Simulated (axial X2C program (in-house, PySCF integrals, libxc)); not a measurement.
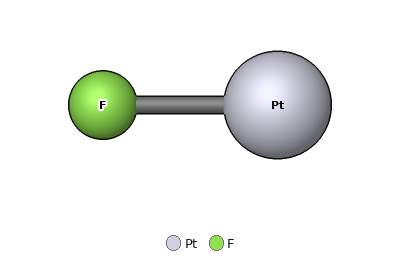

The molecule at the reference distance of 1.840 Å.

Run report: PtF, relativistic diatomic calculation

PtF, single determinant with Ω = 1/2. Computed at this level: PBE0, two-component X2C with atomic mean-field Coulomb and Gaunt terms, Pt dyall-v3z, F dyall-v3z (cores contracted) (axial X2C program (in-house, PySCF integrals, libxc)).

## What the run reported

```
                 quantity                                                                 value
                  outcome                                                             converged
           bond length rₑ                                                               1.820 Å
                       ωₑ                                                            821.8 cm⁻¹
    energy at the minimum                                                  −18517.11879 hartree
depth below the fragments                                                               3.51 eV
                 hardware  1 thread of Arm Neoverse N1, 98 GiB of memory available, shared host
                wall time                                                                  22 s
              peak memory                                                              0.36 GiB
```

## What is odd here

The input is odd on purpose: coarse grid (nrad = 20.0) (nth = 10.0). The program ran to the end. Its numbers are those of the input as typed; this run alone doesn't show how far the oddity moves them.

## Input file
```
{"zs": [78, 9], "q": 0, "bas": ["dyall-v3z", "dyall-v3z"], "levels": ["PBE0", "HF", "PBEsol", "BHandHLYP"], "cc": false, "r0": 1.87, "npts": 10, "nst": 2, "ntry": 6, "opt": {"nrad": 20, "nth": 10}}
```

The line is the task of a batch: nuclear charges, charge, bases, the levels to run, a first guess of the distance and further settings. This report covers PBE0 with spin-orbit coupling. The log is that of the reference distance 1.84 Å.

The run was one of a batch that the task file lists, launched with:
```bash
python <driver script> task.json out
```

## Output
```
two-component X2C + atomic mean field  PBE0
basis functions 198  fitting functions 1092  grid points 346
iter        total energy     max residual
   1     -18516.672524587     1.03e+01
   2     -18517.116642108     6.32e-02
   3     -18517.118237136     6.33e-02
   4     -18517.118403440     7.15e-03
   5     -18517.118454879     1.76e-02
   6     -18517.118497826     2.69e-03
   7     -18517.118501917     1.96e-03
   8     -18517.118503716     7.41e-04
   9     -18517.118503918     1.12e-04
  10     -18517.118504006     1.59e-04
  11     -18517.118504017     1.16e-05
  12     -18517.118504023     1.73e-05
converged
one-electron -25774.58217543  Coulomb 7443.92982954  exact exchange -91.41989582  xc functional -280.04111385  nuclear repulsion 201.89260982  atomic mean-field constant -16.89775829
```

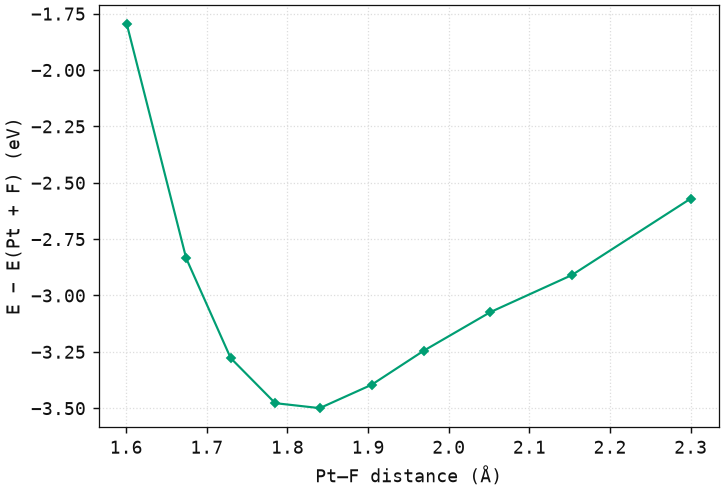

Energy at 10 bond lengths, for one set of occupations held fixed; the line joins the points. A polynomial of degree 6 through 9 points gives rₑ = 1.820 Å, ωₑ = 821.8 cm⁻¹, ωₑxₑ = 19 cm⁻¹ and Bₑ = 0.2939 cm⁻¹. The minimum lies 3.51 eV below Pt + F, each computed as one determinant at the same level.
